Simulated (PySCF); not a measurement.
# C7H10BN: magnetic properties

Wanted: magnetic properties for C7H10BN (`BN1C=C[C@@H](C#C)CC1`).

Computed with PySCF 2.14.0 and routines of our own; the level stands in each step. Atoms count from 0.

## 1. The system as given

19 atoms, charge 0, multiplicity 1; geometry from: GFN2-xTB.

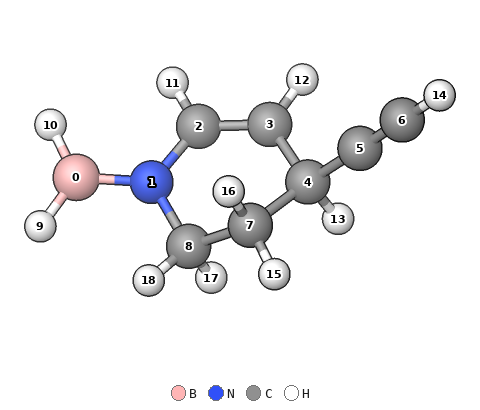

The starting geometry (boron pink, nitrogen blue, carbon grey, hydrogen white).

## 2. Magnetic properties: GIAO PBE0/pcSseg-1

Job settings and geometry (Å):

```
{"job": {"kind": "mag", "xc": "PBE0", "basis": "pcSseg-1", "isotopologues": 0}, "charge": 0, "multiplicity": 1}
B     -2.937812    -0.046874     0.355415
N     -1.601366    -0.184075     0.001548
C     -1.000256     0.579964    -0.994050
C      0.303839     0.607304    -1.251827
C      1.313777    -0.146984    -0.426944
C      2.491661     0.672516    -0.199718
C      3.450037     1.363149    -0.010359
C      0.660890    -0.548201     0.901099
C     -0.710354    -1.155069     0.617359
H     -3.369008    -0.717770     1.212754
H     -3.604136     0.731794    -0.209826
H     -1.689842     1.175866    -1.573495
H      0.686199     1.215271    -2.056373
H      1.633030    -1.049466    -0.969626
H      4.295517     1.961399     0.154238
H      1.284770    -1.265597     1.436093
H      0.542007     0.339593     1.526109
H     -0.590492    -2.011208    -0.060443
H     -1.168266    -1.512362     1.540583
```

Method: GIAO PBE0/pcSseg-1 magnetisability, rotational g tensor and spin-rotation constants, non-relativistic, gas phase.

Run with:

```
OMP_NUM_THREADS=1 python excited_run.py task.json out
```

This one command runs all jobs of the session in turn.

Output:

```text
coarse grid: 15952 points
cycle   1  E = -351.7284699869  dE =  1.366e+00  |g| = 4.127e-01  |ddm| = 4.110e+00
cycle   2  E = -351.7445729718  dE = -1.610e-02  |g| = 3.438e-01  |ddm| = 9.217e-01
cycle   3  E = -351.7742091257  dE = -2.964e-02  |g| = 7.459e-02  |ddm| = 3.959e-01
cycle   4  E = -351.7752746572  dE = -1.066e-03  |g| = 3.729e-02  |ddm| = 9.568e-02
cycle   5  E = -351.7756137842  dE = -3.391e-04  |g| = 8.345e-03  |ddm| = 3.649e-02
cycle   6  E = -351.7756283477  dE = -1.456e-05  |g| = 2.561e-03  |ddm| = 8.672e-03
cycle   7  E = -351.7756296974  dE = -1.350e-06  |g| = 6.455e-04  |ddm| = 2.164e-03
final grid: 154376 points
cycle   8  E = -351.8295767741  dE = -5.193e-05  |g| = 7.376e-03  |ddm| = 4.900e-02
cycle   9  E = -351.8295714201  dE =  5.354e-06  |g| = 8.870e-03  |ddm| = 1.660e-02
cycle  10  E = -351.8295907750  dE = -1.935e-05  |g| = 1.978e-03  |ddm| = 9.602e-03
cycle  11  E = -351.8295916555  dE = -8.805e-07  |g| = 5.592e-04  |ddm| = 1.720e-03
cycle  12  E = -351.8295917239  dE = -6.849e-08  |g| = 1.823e-04  |ddm| = 5.422e-04
cycle  13  E = -351.8295917309  dE = -6.976e-09  |g| = 6.067e-05  |ddm| = 1.623e-04
cycle  14  E = -351.8295917317  dE = -7.749e-10  |g| = 1.633e-05  |ddm| = 6.605e-05
converged SCF energy = -351.8295917317

Magnetisability tensor (1e-30 J/T^2)
    -1273.52      -63.06      -58.79
      -63.06    -1323.75     -108.09
      -58.79     -108.09    -1251.45
isotropic -1282.91   principal values   -1444.48  -1232.32  -1171.94
isotropic susceptibility -77.259 1e-6 cm^3/mol

Inertial axes            a          b          c
rot. const./GHz      4.3469     1.0390     0.9108
chi total           -77.879    -71.062    -82.835
chi diamagnetic    -408.335  -1246.375  -1419.498
chi paramagnetic    330.456   1175.313   1336.663
quadrupole/D A       -4.443      4.429      0.014
g nuclear            0.6382     0.5590     0.5653
g electronic        -0.6748    -0.5737    -0.5719
g total             -0.0367    -0.0146    -0.0067

Spin-rotation constants (kHz, H = +C I.J)
atom  isotope        aa         bb         cc
  0    11B        1.422      0.329      0.177
  1    14N        0.447      0.173      0.038
  9     1H       -0.148      0.017     -0.090
 10     1H       -0.251      0.032     -0.082
 11     1H       -0.287      0.073     -0.098
 12     1H       -0.244      0.043     -0.107
 13     1H       -0.445     -0.100      0.028
 14     1H       -0.041     -0.119     -0.085
 15     1H       -0.383      0.013     -0.101
 16     1H       -0.484     -0.115      0.030
 17     1H       -0.457     -0.107      0.043
 18     1H       -0.290      0.001     -0.081
  2    13C*       1.351      0.512      0.173
  3    13C*       1.225      0.442      0.149
  4    13C*       0.738      0.171      0.121
  5    13C*       0.278      0.391      0.288
  6    13C*       0.434      0.322      0.241
  7    13C*       0.719      0.190      0.137
  8    13C*       0.873      0.189      0.182
* in the singly substituted isotopologue
```

It took 72 s on 1 thread of Arm Neoverse N1, shared host; peak memory 0.97 GiB.

From this job:

```tsv
quantity	value
magnetisability	-1283·10⁻³⁰ J/T²
molar susceptibility	-77.3·10⁻⁶ cm³/mol
rotational g (a, b, c)	-0.0367, -0.0146, -0.0067
```

## 3. What came out

```
                                           quantity                      value
       magnetisability (step 2, GIAO PBE0/pcSseg-1)           -1283·10⁻³⁰ J/T²
  molar susceptibility (step 2, GIAO PBE0/pcSseg-1)         -77.3·10⁻⁶ cm³/mol
rotational g (a, b, c) (step 2, GIAO PBE0/pcSseg-1)  -0.0367, -0.0146, -0.0067
```

What this shows: The values above hold for this geometry and these levels alone. Vibrational averaging and real surroundings are missing from these values.
